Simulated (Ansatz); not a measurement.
# GaF₂ radical: how energies converge with the basis set

Aim: see how fast density functionals converge with the basis set for GaF₂ radical.

The runs use Ansatz 0.2.0, Gaussian basis; one geometry, several basis sets.

Levels to be run: PBE0-D4/def2-SVP; ωB97M-V/def2-SVP; PBE0-D4/def2-QZVPP; ωB97M-V/def2-QZVPP; the functionals' def2-TZVPP values are taken from earlier runs.

## Step 1: Structure used throughout

An earlier PBE0-D4 in a triple-zeta def2 set relaxation fixed the geometry.

SMILES `[F][Ga][F]`, 3 atoms, charge 0, spin multiplicity 2.

Atoms are counted from 1 here; the program's logs count them from 0.

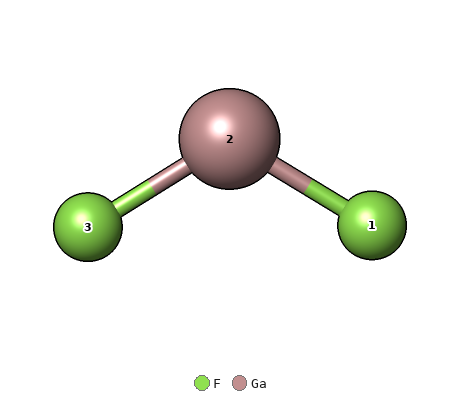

The geometry (fluorine green, gallium pink); atoms are numbered from 1 in the order of the file.

## Step 2: PBE0-D4 in def2-SVP

The input, in.yaml:

```yaml
crystal:
  periodic: [false, false, false]
  atoms:
    - {symbol: F, position_ang: [-1.311223, 0.374965, -0.686387]}
    - {symbol: Ga, position_ang: [0.211074, 0.523561, 0.176745]}
    - {symbol: F, position_ang: [1.089248, -0.963427, 0.496341]}
basis:
  gaussian: {orbitals: def2-SVP}
magnetization: {spin_polarized: true, initial_magnetization: 1}
hamiltonian: {xc: pbe0, dispersion: d4}
output: {orbitals: {seedname: orbitals}}
```

Run with:

```console
$ ansatz run in.yaml --threads 2 --pin off --events-out ev --progress --plain --max-ram 32768MiB --backend cpu
```

The runs that follow: ωB97M-V in def2-SVP; PBE0-D4 in def2-QZVPP; ωB97M-V in def2-QZVPP.

Q: Predict the results of all the runs planned. Wanted: PBE0-D4: double and triple zeta above quadruple; ωB97M-V: double and triple zeta above quadruple.

The runs gave:

```
                                       quantity           value
PBE0-D4: double and triple zeta above quadruple  15.16, 1.52 eV
ωB97M-V: double and triple zeta above quadruple  15.19, 1.46 eV
```

**Reading.** For PBE0-D4 the step from double to triple zeta gains 13.63 eV and the next only 1.52 eV. Total energies overstate the basis error of differences, where much of it tends to cancel.
